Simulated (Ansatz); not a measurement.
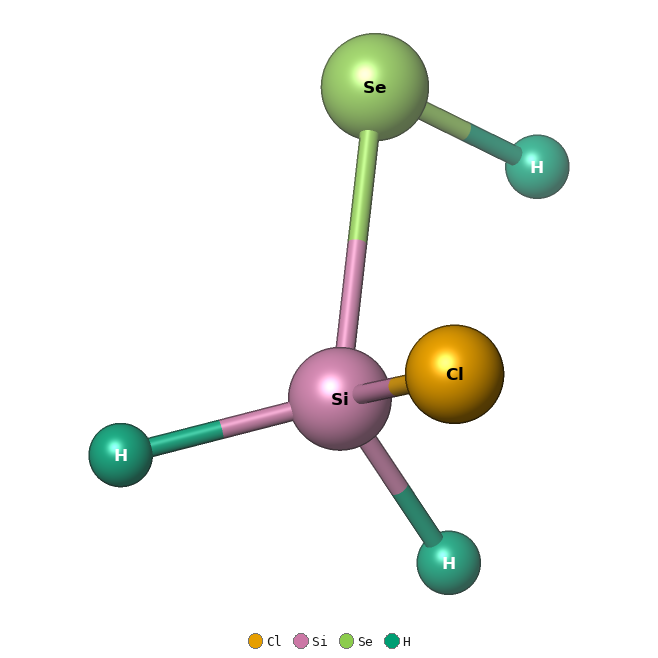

Simulated data, not a measurement (program: Ansatz).

Orthographic view. Distant atoms are faded towards the background colour. Geometry: moved along internal coordinates away from the minimum.

Question: Give the standard InChI.

Answer: InChI=1S/ClH3SeSi/c1-3-2/h2H,3H2
